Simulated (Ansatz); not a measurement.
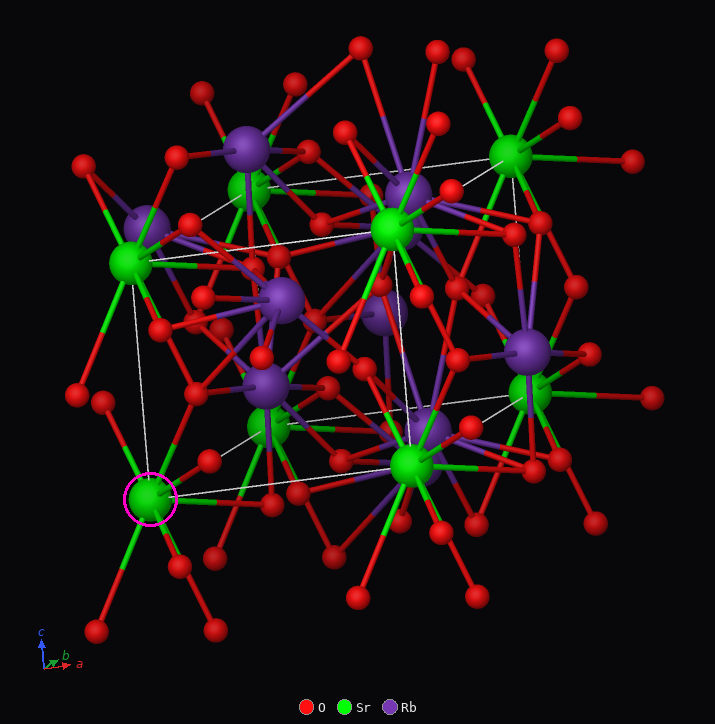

The image is a ball-and-stick drawing of a crystal, viewed slightly off an axis. Lines trace the edges of the simulation cell. The bonded neighbours beyond the faces are included.

Cell constants: a = 6.73 Å, b = 6.78 Å, c = 5.68 Å, α = 101.32°, β = 75.00°, γ = 97.25°.

Pairs joined by sticks: O–Rb up to 3.55 Å, O–Sr up to 3.39 Å (cut-off distances).

The composition is Rb3SrO8.

**Give the coordination number of each element.**

The sticks give these coordination numbers: Rb 7 to 8 (mean 7.7), Sr 7 and O 3 to 5 (mean 3.8).

**Name the atom inside the ring and give its neighbours.**

It is the only strontium atom in the cell, bonded to seven O at about 2.7 to 3.3 Å.

**Is this a crystalline arrangement?**

No. The atoms show no order inside the cell (space group P1); it is a periodic model of a disordered solid.

The picture shows a made-up disordered cell; the geometry isn't optimised. Ansatz was used for an electronic-structure calculation on it.

At this level of theory the cell isn't at rest (forces up to 4.1 eV/Å), so its distances can differ from those at equilibrium, the more so the softer the solid.
